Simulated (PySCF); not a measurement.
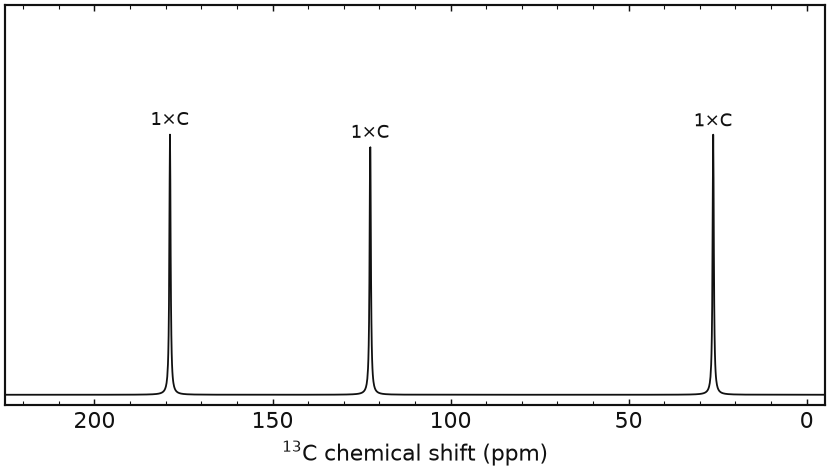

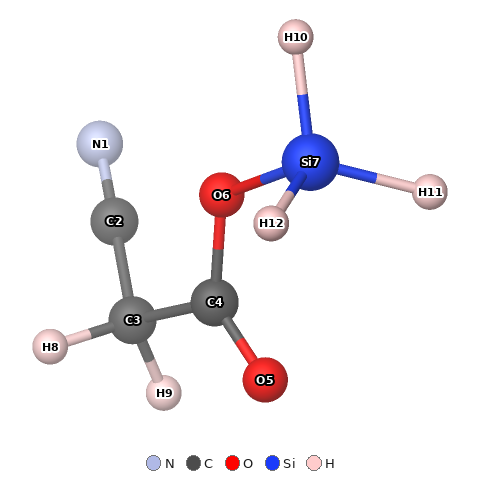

Spectrum and numbered structure of C₃H₅NO₂Si, SMILES N#CCC(=O)O[SiH3]. GIAO shifts, CAM-B3LYP/pcSseg-2 with PySCF, at a PBE0-D3(BJ)/def2-SVP geometry (no frequency check), against TMS for ¹³C computed at the same level. Gas phase, fully decoupled, line heights follow the number of nuclei, widths are arbitrary (no quadrupolar broadening); values of one conformer, averaged over nuclei that symmetry, rotation about single bonds or inversion at nitrogen exchange, these motions taken as fast; other conformers aren't averaged in.

Which ¹³C nuclei are the least shielded, and which the most?

Least shielded: C4 at 178.8 ppm. Most shielded: C3 at 26.3 ppm.
